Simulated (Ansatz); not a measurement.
**SiHCl2O2 (SMILES [O][Si](O)(Cl)Cl): the energy, rung by rung**

SiHCl2O2: 6 atoms, total charge 0, spin state doublet. As SMILES, `[O][Si](O)(Cl)Cl`. The shape was relaxed beforehand at r2SCAN/def2-SVP. This is one conformer, not always the lowest.

```tsv
atom	x (Å)	y (Å)	z (Å)
O	-1.2311	0.1987	1.2269
Si	-0.2763	0.0338	-0.1206
O	1.0718	-0.8660	0.1086
Cl	-1.2241	-0.7954	-1.7170
Cl	0.1009	2.0294	-0.4362
H	1.6007	-0.6646	0.8921
```

Each level gives the dissociation energy of the Cl5–Si2 bond into doublet Cl and singlet SiHClO2 (shapes relaxed at r2SCAN/def2-SVP, no zero-point term) (eV). The values are calculated.

| level | kind | program | value (eV) | CPU time (all runs) |
| --- | --- | --- | --- | --- |
| UHF/def2-SVP | Hartree–Fock | Ansatz | 2.48 | 9.2 s |
| USVWN5/def2-SVP | LDA | Ansatz | 2.48 | 5.6 s |
| UBLYP/def2-SVP | GGA | Ansatz | 1.88 | 10 s |
| UPBE/def2-SVP | GGA | Ansatz | 2.14 | 10 s |
| U-r2SCAN/def2-SVP | meta-GGA | Ansatz | 2.32 | 30 s |
| UB3LYP/def2-SVP | global hybrid | Ansatz | 2.03 | 14 s |
| U-wB97M-V/def2-SVP | range-separated hybrid | Ansatz | 2.27 | 65 s |
| UB2PLYP/def2-SVP | double hybrid | Ansatz | 1.89 | 25 s |
| RPA@PBE/def2-SVP | RPA | Ansatz | 1.45 | 19 s |

The values span 1.45 to 2.48 eV. A fragment with an even electron count was run as a singlet and may have a lower triplet. Measured bond enthalpies also hold zero-point and thermal terms, a few tenths of an eV less. Times are those of the runs behind each value, whatever else they computed, on shared processors of several kinds: orders of magnitude only.

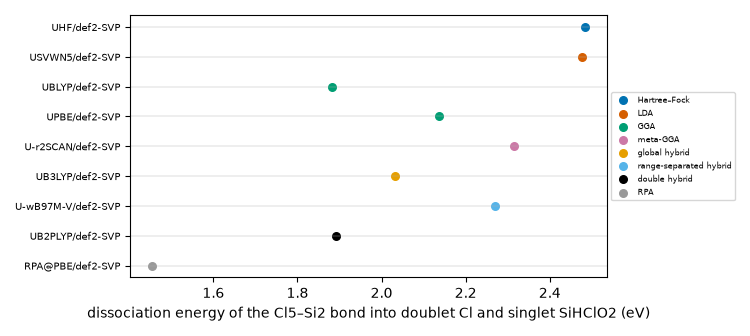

The values of the table, level by level.
